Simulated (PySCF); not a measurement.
# H2Si···C3H3: magnetic exchange

Aim: compute the magnetic exchange of H2Si···C3H3.

Computed with PySCF 2.14.0 and routines of our own; the level stands in each step. Atoms count from 0.

## 1. The starting structure

9 atoms, charge 0, high-spin multiplicity 4; geometry from: GFN2-xTB fragments, placed rigidly.

The system (radical pair): H2Si···C3H3. The radical centres are 3.82 Å apart, tilted by 45 degrees; the spin sites are atoms 0, 1, 2 (2 unpaired) and atoms 3, 4, 5, 6, 7, 8 (1 unpaired).

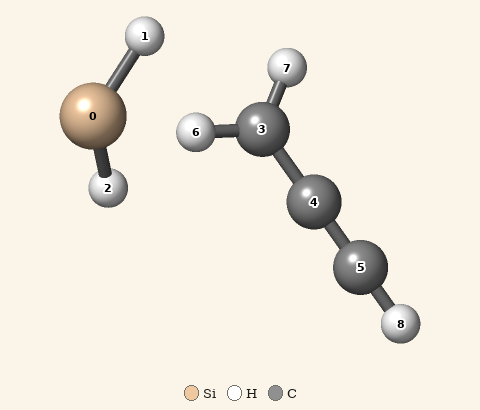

The starting geometry (silicon light orange, hydrogen white, carbon grey).

## 2. Magnetic exchange: CASSCF and SC-NEVPT2/def2-SVP (3,3)

Job settings and geometry (Å):

```
{"job": {"kind": "cas", "basis": "def2-SVP", "active": "magnetic", "zfs": false}, "charge": 0, "high_spin_multiplicity": 4, "spin_sites": [[[0, 1, 2], 2], [[3, 4, 5, 6, 7, 8], 1]]}
Si    -0.494700     0.405300    -2.875300
H      0.776100    -0.278700    -2.875300
H     -1.765400    -0.278700    -2.875300
C      0.905300     0.405300     0.677700
C      0.077600    -0.073300     1.633400
C     -0.669000    -0.503900     2.495900
H      0.778000     1.400000     0.290900
H      1.703200    -0.201900     0.290600
H     -1.311100    -0.874100     3.237200
```

With the program's defaults for keys left out, this is: CASSCF and SC-NEVPT2/def2-SVP spin states, gas phase.

On the command line:

```
> OMP_NUM_THREADS=1 python exch_run.py task.json out
```

One launch serves the whole session: the jobs run in the order shown.

Log:

```text
start orbitals: natural orbitals of the high-spin HF determinant (converged)
active space: 3 electrons in 3 orbitals, 17 closed; orbitals optimised for multiplicities 4 2
macro   0  E = -405.0594976846  dE =  0.000e+00  |g| = 6.738e-02
macro   1  E = -405.0609371653  dE = -1.439e-03  |g| = 3.365e-02
macro   2  E = -405.0621708306  dE = -1.234e-03  |g| = 3.673e-02
macro   3  E = -405.0627314973  dE = -5.607e-04  |g| = 3.518e-02
macro   4  E = -405.0631190554  dE = -3.876e-04  |g| = 1.577e-02
macro   5  E = -405.0631902499  dE = -7.119e-05  |g| = 4.834e-03
macro   6  E = -405.0631974431  dE = -7.193e-06  |g| = 2.610e-03
macro   7  E = -405.0631996466  dE = -2.204e-06  |g| = 1.396e-03
macro   8  E = -405.0632002343  dE = -5.877e-07  |g| = 8.160e-04
macro   9  E = -405.0632003408  dE = -1.065e-07  |g| = 3.830e-04
macro  10  E = -405.0632003569  dE = -1.609e-08  |g| = 8.905e-05
CASSCF converged, mean energy = -405.0632003569
2S+1 = 4  root 0  E(CAS) = -405.06167649  E(NEVPT2) = -405.51126245  occupations 1.000 1.000 1.000
2S+1 = 2  root 0  E(CAS) = -405.06472422  E(NEVPT2) = -405.51481548  occupations 1.214 1.001 0.785
```

It took 1.5 s on 1 thread of Intel Xeon Platinum 8488C, shared host; peak memory 0.23 GiB.

Key values:

| quantity | value |
| --- | --- |
| J (CASSCF) | -223 cm⁻¹ |
| J (NEVPT2) | -260 cm⁻¹ |
| low less high spin (NEVPT2) | -2.2 kcal/mol |

Mulliken spin populations of the high-spin state:

| atom | value (e) |
| --- | --- |
| Si0 | 1.92 |
| H1 | 0.04 |
| H2 | 0.04 |
| C3 | 0.80 |
| C4 | 0.01 |
| C5 | 0.18 |
| H6 | 0.01 |
| H7 | 0.01 |
| H8 | 0.00 |

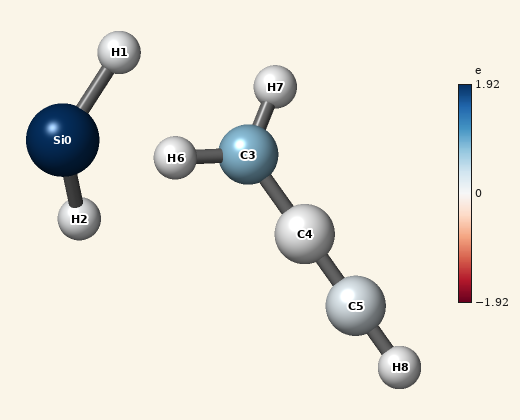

Mulliken spin populations of the high-spin state, as colours on the atoms.

## 3. Magnetic exchange: HF/def2-SVP

The job, as its differences from that of step 2:

```diff
@@ -1,2 +1,2 @@
-{"job": {"kind": "cas", "basis": "def2-SVP", "active": "magnetic", "zfs": false}, "charge": 0, "high_spin_multiplicity": 4, "spin_sites": [[[0, 1, 2], 2], [[3, 4, 5, 6, 7, 8], 1]]}
+{"job": {"kind": "bs", "xc": "HF", "basis": "def2-SVP", "rks": false}, "charge": 0, "high_spin_multiplicity": 4, "spin_sites": [[[0, 1, 2], 2], [[3, 4, 5, 6, 7, 8], 1]]}
 Si    -0.494700     0.405300    -2.875300
```

Level: HF/def2-SVP high-spin and broken-symmetry single points, gas phase.

Log:

```text
high-spin state, multiplicity 4
final grid: 72416 points
cycle   1  E = -404.9987392630  dE =  2.579e-01  |g| = 2.589e-01  |ddm| = 2.158e+00
cycle   2  E = -405.0637058555  dE = -6.497e-02  |g| = 8.984e-02  |ddm| = 4.398e-01
cycle   3  E = -405.0745824621  dE = -1.088e-02  |g| = 4.498e-02  |ddm| = 1.960e-01
cycle   4  E = -405.0774989775  dE = -2.917e-03  |g| = 2.562e-02  |ddm| = 7.568e-02
cycle   5  E = -405.0789926848  dE = -1.494e-03  |g| = 1.636e-02  |ddm| = 5.729e-02
cycle   6  E = -405.0797420605  dE = -7.494e-04  |g| = 1.044e-02  |ddm| = 4.523e-02
cycle   7  E = -405.0801495969  dE = -4.075e-04  |g| = 8.154e-03  |ddm| = 3.193e-02
cycle   8  E = -405.0805598453  dE = -4.102e-04  |g| = 6.115e-03  |ddm| = 3.896e-02
cycle   9  E = -405.0809510029  dE = -3.912e-04  |g| = 2.826e-03  |ddm| = 6.168e-02
cycle  10  E = -405.0810163297  dE = -6.533e-05  |g| = 9.433e-04  |ddm| = 2.892e-02
cycle  11  E = -405.0810200234  dE = -3.694e-06  |g| = 4.223e-04  |ddm| = 4.937e-03
cycle  12  E = -405.0810207809  dE = -7.574e-07  |g| = 1.571e-04  |ddm| = 2.583e-03
cycle  13  E = -405.0810208655  dE = -8.466e-08  |g| = 8.574e-05  |ddm| = 6.278e-04
cycle  14  E = -405.0810208881  dE = -2.261e-08  |g| = 4.519e-05  |ddm| = 2.678e-04
cycle  15  E = -405.0810208949  dE = -6.737e-09  |g| = 1.887e-05  |ddm| = 1.921e-04
converged SCF energy = -405.0810208949

broken-symmetry state, M_S = 0.5, start: spins of the second site flipped
final grid: 72416 points
cycle   1  E = -405.0726811991  dE = -1.508e-02  |g| = 5.077e-02  |ddm| = 1.744e-01
cycle   2  E = -405.0770837663  dE = -4.403e-03  |g| = 3.291e-02  |ddm| = 8.630e-02
cycle   3  E = -405.0802898540  dE = -3.206e-03  |g| = 1.595e-02  |ddm| = 1.064e-01
cycle   4  E = -405.0812003634  dE = -9.105e-04  |g| = 1.108e-02  |ddm| = 5.114e-02
cycle   5  E = -405.0816516479  dE = -4.513e-04  |g| = 8.851e-03  |ddm| = 3.269e-02
cycle   6  E = -405.0820907423  dE = -4.391e-04  |g| = 6.889e-03  |ddm| = 3.857e-02
cycle   7  E = -405.0825533234  dE = -4.626e-04  |g| = 3.545e-03  |ddm| = 6.547e-02
cycle   8  E = -405.0826519262  dE = -9.860e-05  |g| = 1.605e-03  |ddm| = 3.053e-02
cycle   9  E = -405.0826672716  dE = -1.535e-05  |g| = 8.013e-04  |ddm| = 1.111e-02
cycle  10  E = -405.0826699168  dE = -2.645e-06  |g| = 3.807e-04  |ddm| = 3.333e-03
cycle  11  E = -405.0826704819  dE = -5.651e-07  |g| = 1.616e-04  |ddm| = 1.870e-03
cycle  12  E = -405.0826705526  dE = -7.073e-08  |g| = 6.287e-05  |ddm| = 5.385e-04
cycle  13  E = -405.0826705623  dE = -9.666e-09  |g| = 2.331e-05  |ddm| = 2.138e-04
converged SCF energy = -405.0826705623

<S^2> high spin = 3.9659, broken symmetry = 1.9508
E(HS) - E(BS) = 362.06 cm-1
J_noodleman = -181.03 cm-1
J_unprojected = -120.69 cm-1
J_yamaguchi = -179.67 cm-1
```

Run time: 0.6 s. Hardware: 1 thread of Intel Xeon Platinum 8488C, shared host; peak memory 0.23 GiB.

The high-spin determinant is itself spin-contaminated (⟨S²⟩ 3.97 against 3.75), which the projection doesn't allow for.

Key values:

| quantity | value |
| --- | --- |
| J (Yamaguchi) | -180 cm⁻¹ |
| low less high spin, projected | -1.7 kcal/mol |

## 4. Magnetic exchange: wB97X/def2-SVP

The job, as its differences from that of step 3:

```diff
@@ -1,2 +1,2 @@
-{"job": {"kind": "bs", "xc": "HF", "basis": "def2-SVP", "rks": false}, "charge": 0, "high_spin_multiplicity": 4, "spin_sites": [[[0, 1, 2], 2], [[3, 4, 5, 6, 7, 8], 1]]}
+{"job": {"kind": "bs", "xc": "wB97X", "grid": 1, "basis": "def2-SVP", "rks": false}, "charge": 0, "high_spin_multiplicity": 4, "spin_sites": [[[0, 1, 2], 2], [[3, 4, 5, 6, 7, 8], 1]]}
 Si    -0.494700     0.405300    -2.875300
```

With the program's defaults for keys left out, this is: wB97X/def2-SVP high-spin and broken-symmetry single points, gas phase.

Log:

```text
high-spin state, multiplicity 4
final grid: 34312 points
cycle   1  E = -406.3397352409  dE = -1.879e-02  |g| = 4.198e-02  |ddm| = 4.628e-01
cycle   2  E = -406.3424615881  dE = -2.726e-03  |g| = 2.288e-02  |ddm| = 9.120e-02
cycle   3  E = -406.3434349253  dE = -9.733e-04  |g| = 1.581e-02  |ddm| = 4.398e-02
cycle   4  E = -406.3440508392  dE = -6.159e-04  |g| = 9.802e-03  |ddm| = 4.084e-02
cycle   5  E = -406.3442591373  dE = -2.083e-04  |g| = 4.678e-03  |ddm| = 2.270e-02
cycle   6  E = -406.3443598048  dE = -1.007e-04  |g| = 1.756e-03  |ddm| = 2.230e-02
cycle   7  E = -406.3443742975  dE = -1.449e-05  |g| = 7.140e-04  |ddm| = 8.575e-03
cycle   8  E = -406.3443758655  dE = -1.568e-06  |g| = 3.170e-04  |ddm| = 2.656e-03
cycle   9  E = -406.3443760890  dE = -2.236e-07  |g| = 9.887e-05  |ddm| = 9.578e-04
cycle  10  E = -406.3443761286  dE = -3.956e-08  |g| = 5.530e-05  |ddm| = 3.492e-04
cycle  11  E = -406.3443761426  dE = -1.404e-08  |g| = 2.326e-05  |ddm| = 2.310e-04
cycle  12  E = -406.3443761454  dE = -2.755e-09  |g| = 6.626e-06  |ddm| = 1.278e-04
converged SCF energy = -406.3443761454

broken-symmetry state, M_S = 0.5, start: spins of the second site flipped
final grid: 34312 points
cycle   1  E = -406.3456406303  dE = -7.452e-03  |g| = 2.667e-02  |ddm| = 1.307e-01
cycle   2  E = -406.3472811828  dE = -1.641e-03  |g| = 1.408e-02  |ddm| = 6.083e-02
cycle   3  E = -406.3478994044  dE = -6.182e-04  |g| = 6.915e-03  |ddm| = 5.551e-02
cycle   4  E = -406.3479512959  dE = -5.189e-05  |g| = 3.499e-03  |ddm| = 1.053e-02
cycle   5  E = -406.3479840170  dE = -3.272e-05  |g| = 1.623e-03  |ddm| = 1.019e-02
cycle   6  E = -406.3479938618  dE = -9.845e-06  |g| = 9.828e-04  |ddm| = 5.182e-03
cycle   7  E = -406.3479992177  dE = -5.356e-06  |g| = 3.179e-04  |ddm| = 6.101e-03
cycle   8  E = -406.3479994884  dE = -2.707e-07  |g| = 1.234e-04  |ddm| = 1.144e-03
cycle   9  E = -406.3479995421  dE = -5.378e-08  |g| = 4.133e-05  |ddm| = 5.710e-04
cycle  10  E = -406.3479995479  dE = -5.755e-09  |g| = 1.655e-05  |ddm| = 1.724e-04
converged SCF energy = -406.3479995479

<S^2> high spin = 3.7878, broken symmetry = 1.7456
E(HS) - E(BS) = 795.24 cm-1
J_noodleman = -397.62 cm-1
J_unprojected = -265.08 cm-1
J_yamaguchi = -389.41 cm-1
```

Run time: 4.6 s. Hardware: 1 thread of Intel Xeon Platinum 8488C, shared host; peak memory 0.33 GiB.

Key values:

| quantity | value |
| --- | --- |
| J (Yamaguchi) | -389 cm⁻¹ |
| low less high spin, projected | -3.4 kcal/mol |

## 5. Magnetic exchange: CASSCF and SC-NEVPT2/def2-SVP (7,7)

The job, as its differences from that of step 4:

```diff
@@ -1,2 +1,2 @@
-{"job": {"kind": "bs", "xc": "wB97X", "grid": 1, "basis": "def2-SVP", "rks": false}, "charge": 0, "high_spin_multiplicity": 4, "spin_sites": [[[0, 1, 2], 2], [[3, 4, 5, 6, 7, 8], 1]]}
+{"job": {"kind": "cas", "basis": "def2-SVP", "active": "natural", "max": 7, "thr": 0.008, "zfs": false}, "charge": 0, "high_spin_multiplicity": 4, "spin_sites": [[[0, 1, 2], 2], [[3, 4, 5, 6, 7, 8], 1]]}
 Si    -0.494700     0.405300    -2.875300
```

Level: CASSCF and SC-NEVPT2/def2-SVP spin states, gas phase.

Log:

```text
start orbitals: natural orbitals of the high-spin HF determinant (converged)
active space: 7 electrons in 7 orbitals, 15 closed; orbitals optimised for multiplicities 4 2
macro   0  E = -405.1317388225  dE =  0.000e+00  |g| = 8.258e-02
macro   1  E = -405.1353331104  dE = -3.594e-03  |g| = 2.990e-02
macro   2  E = -405.1357843559  dE = -4.512e-04  |g| = 8.475e-03
macro   3  E = -405.1357965869  dE = -1.223e-05  |g| = 2.724e-03
macro   4  E = -405.1357980717  dE = -1.485e-06  |g| = 4.765e-04
macro   5  E = -405.1357981309  dE = -5.927e-08  |g| = 1.873e-04
CASSCF converged, mean energy = -405.1357981309
2S+1 = 4  root 0  E(CAS) = -405.13434306  E(NEVPT2) = -405.51126966  occupations 1.938 1.935 1.002 1.000 1.000 0.063 0.062
2S+1 = 2  root 0  E(CAS) = -405.13725320  E(NEVPT2) = -405.51438868  occupations 1.938 1.936 1.204 1.001 0.797 0.063 0.062
```

It took 1 s on 1 thread of Intel Xeon Platinum 8488C, shared host; peak memory 0.33 GiB.

In short:

| quantity | value |
| --- | --- |
| J (CASSCF) | -213 cm⁻¹ |
| J (NEVPT2) | -228 cm⁻¹ |
| low less high spin (NEVPT2) | -2.0 kcal/mol |

## 6. Magnetic exchange: HF/def2-SVP, grid 3

The job, as its differences from that of step 5:

```diff
@@ -1,2 +1,2 @@
-{"job": {"kind": "cas", "basis": "def2-SVP", "active": "natural", "max": 7, "thr": 0.008, "zfs": false}, "charge": 0, "high_spin_multiplicity": 4, "spin_sites": [[[0, 1, 2], 2], [[3, 4, 5, 6, 7, 8], 1]]}
+{"job": {"kind": "bs", "xc": "HF", "basis": "def2-SVP", "rks": false, "grid": 3}, "charge": 0, "high_spin_multiplicity": 4, "spin_sites": [[[0, 1, 2], 2], [[3, 4, 5, 6, 7, 8], 1]]}
 Si    -0.494700     0.405300    -2.875300
```

With the program's defaults for keys left out, this is: HF/def2-SVP high-spin and broken-symmetry single points, gas phase.

Log:

```text
high-spin state, multiplicity 4
final grid: 110576 points
cycle   1  E = -404.9987392630  dE =  2.579e-01  |g| = 2.589e-01  |ddm| = 2.158e+00
cycle   2  E = -405.0637058555  dE = -6.497e-02  |g| = 8.984e-02  |ddm| = 4.398e-01
cycle   3  E = -405.0745824621  dE = -1.088e-02  |g| = 4.498e-02  |ddm| = 1.960e-01
cycle   4  E = -405.0774989775  dE = -2.917e-03  |g| = 2.562e-02  |ddm| = 7.568e-02
cycle   5  E = -405.0789926848  dE = -1.494e-03  |g| = 1.636e-02  |ddm| = 5.729e-02
cycle   6  E = -405.0797420605  dE = -7.494e-04  |g| = 1.044e-02  |ddm| = 4.523e-02
cycle   7  E = -405.0801495969  dE = -4.075e-04  |g| = 8.154e-03  |ddm| = 3.193e-02
cycle   8  E = -405.0805598453  dE = -4.102e-04  |g| = 6.115e-03  |ddm| = 3.896e-02
cycle   9  E = -405.0809510029  dE = -3.912e-04  |g| = 2.826e-03  |ddm| = 6.168e-02
cycle  10  E = -405.0810163297  dE = -6.533e-05  |g| = 9.433e-04  |ddm| = 2.892e-02
cycle  11  E = -405.0810200234  dE = -3.694e-06  |g| = 4.223e-04  |ddm| = 4.937e-03
cycle  12  E = -405.0810207809  dE = -7.574e-07  |g| = 1.571e-04  |ddm| = 2.583e-03
cycle  13  E = -405.0810208655  dE = -8.466e-08  |g| = 8.574e-05  |ddm| = 6.278e-04
cycle  14  E = -405.0810208881  dE = -2.261e-08  |g| = 4.519e-05  |ddm| = 2.678e-04
cycle  15  E = -405.0810208949  dE = -6.737e-09  |g| = 1.887e-05  |ddm| = 1.921e-04
converged SCF energy = -405.0810208949

broken-symmetry state, M_S = 0.5, start: spins of the second site flipped
final grid: 110576 points
cycle   1  E = -405.0726811991  dE = -1.508e-02  |g| = 5.077e-02  |ddm| = 1.744e-01
cycle   2  E = -405.0770837663  dE = -4.403e-03  |g| = 3.291e-02  |ddm| = 8.630e-02
cycle   3  E = -405.0802898540  dE = -3.206e-03  |g| = 1.595e-02  |ddm| = 1.064e-01
cycle   4  E = -405.0812003634  dE = -9.105e-04  |g| = 1.108e-02  |ddm| = 5.114e-02
cycle   5  E = -405.0816516479  dE = -4.513e-04  |g| = 8.851e-03  |ddm| = 3.269e-02
cycle   6  E = -405.0820907423  dE = -4.391e-04  |g| = 6.889e-03  |ddm| = 3.857e-02
cycle   7  E = -405.0825533234  dE = -4.626e-04  |g| = 3.545e-03  |ddm| = 6.547e-02
cycle   8  E = -405.0826519262  dE = -9.860e-05  |g| = 1.605e-03  |ddm| = 3.053e-02
cycle   9  E = -405.0826672716  dE = -1.535e-05  |g| = 8.013e-04  |ddm| = 1.111e-02
cycle  10  E = -405.0826699168  dE = -2.645e-06  |g| = 3.807e-04  |ddm| = 3.333e-03
cycle  11  E = -405.0826704819  dE = -5.651e-07  |g| = 1.616e-04  |ddm| = 1.870e-03
cycle  12  E = -405.0826705526  dE = -7.073e-08  |g| = 6.287e-05  |ddm| = 5.385e-04
cycle  13  E = -405.0826705623  dE = -9.666e-09  |g| = 2.331e-05  |ddm| = 2.138e-04
converged SCF energy = -405.0826705623

<S^2> high spin = 3.9659, broken symmetry = 1.9508
E(HS) - E(BS) = 362.06 cm-1
J_noodleman = -181.03 cm-1
J_unprojected = -120.69 cm-1
J_yamaguchi = -179.67 cm-1
```

Wall time 1.4 s (1 thread of Intel Xeon Platinum 8488C, shared host); peak memory 0.33 GiB.

The high-spin determinant is itself spin-contaminated (⟨S²⟩ 3.97 against 3.75), which the projection doesn't allow for.

In short:

| quantity | value |
| --- | --- |
| J (Yamaguchi) | -180 cm⁻¹ |
| low less high spin, projected | -1.7 kcal/mol |

## 7. The levels compared

J for H = −2J S1·S2; the gap is low spin less high spin (projected; unprojected where the broken-symmetry state collapsed; or NEVPT2):

| step | level | geometry | J (cm⁻¹) | gap (kcal/mol) | time |
| --- | --- | --- | --- | --- | --- |
| 2 | CASSCF and SC-NEVPT2/def2-SVP (3,3) | one | -260 | -2.2 | 1.5 s |
| 3 | HF/def2-SVP | one | -180 | -1.7 | 0.6 s |
| 4 | wB97X/def2-SVP | one | -389 | -3.4 | 4.6 s |
| 5 | CASSCF and SC-NEVPT2/def2-SVP (7,7) | one | -228 | -2.0 | 1 s |
| 6 | HF/def2-SVP, grid 3 | one | -180 | -1.7 | 1.4 s |

CASSCF times leave out a start SCF that an earlier step had already made.

## 8. Results

```
                                                                 quantity                                             value
                 J (CASSCF) (step 2, CASSCF and SC-NEVPT2/def2-SVP (3,3))                                         -223 cm⁻¹
                 J (NEVPT2) (step 2, CASSCF and SC-NEVPT2/def2-SVP (3,3))                                         -260 cm⁻¹
low less high spin (NEVPT2) (step 2, CASSCF and SC-NEVPT2/def2-SVP (3,3))                                     -2.2 kcal/mol
                                                                        J  -389 (wB97X/def2-SVP) to -180 cm⁻¹ (HF/def2-SVP)
```

In steps 3, 6 the high-spin state is spin-contaminated, so J is rough. A high-spin site of main-group atoms was assumed; a lower spin there may lie lower, outside the spin ladder used here. The levels with a meaningful J put the low-spin state lower (antiferromagnetic coupling), from -389 to -180 cm⁻¹.
